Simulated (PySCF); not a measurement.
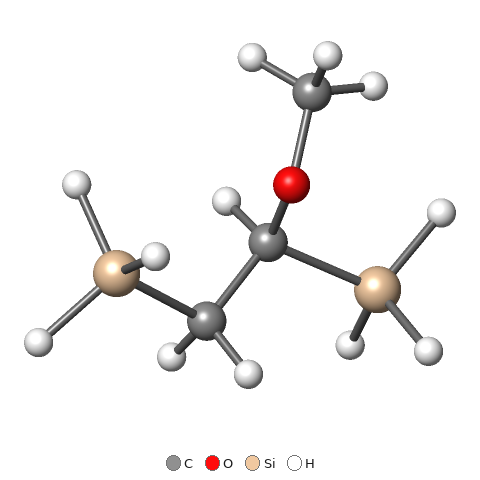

Structure of C₃H₁₂OSi₂, SMILES CO[C@@H]([SiH3])C[SiH3].

Vertical TDDFT excitations, ωB97X-D/def2-SVPD in PySCF, at a PBE0-D3(BJ)/def2-SVP geometry (no frequency check), gas phase.

Predict the low-lying singlet excitations and the spectrum.

Answer. The lowest singlet lies at 6.80 eV (182 nm, f = 0.028); the brightest of the first 10 is S6 at 8.00 eV (155 nm), f = 0.122, mixed, the largest part being HOMO → LUMO+5 (47 %). No singlet lies below 3.1 eV (beyond 400 nm), so at this level no vertical transition falls in the visible.


| state | E (eV) | λ (nm) | f | main character |
| --- | --- | --- | --- | --- |
| S1 | 6.80 | 182 | 0.028 | HOMO → LUMO (78 %) |
| S2 | 7.31 | 170 | 0.008 | HOMO → LUMO+5 (32 %) |
| S3 | 7.50 | 165 | 0.049 | HOMO → LUMO+3 (38 %) |
| S4 | 7.80 | 159 | 0.057 | HOMO → LUMO+1 (28 %) |
| S5 | 7.92 | 156 | 0.050 | HOMO → LUMO+3 (37 %) |
| S6 | 8.00 | 155 | 0.122 | HOMO → LUMO+5 (47 %) |
| S7 | 8.23 | 151 | 0.028 | HOMO → LUMO+7 (50 %) |
| S8 | 8.33 | 149 | 0.065 | HOMO → LUMO+9 (30 %) |
| S9 | 8.45 | 147 | 0.019 | HOMO−1 → LUMO (42 %) |
| S10 | 8.50 | 146 | 0.014 | HOMO → LUMO+8 (36 %) |

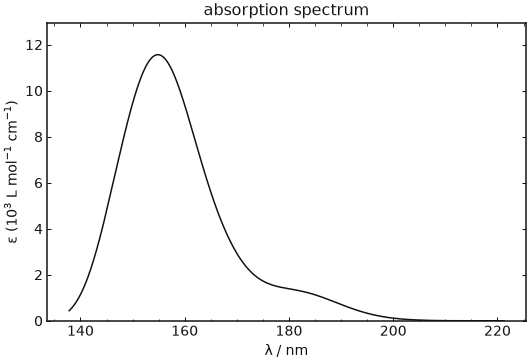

The lowest 10 singlet states are shown; each is broadened by a Gaussian of 1/e half-width 0.40 eV.

Known limits of this run: one conformer of a flexible molecule; core orbitals are frozen in the response.
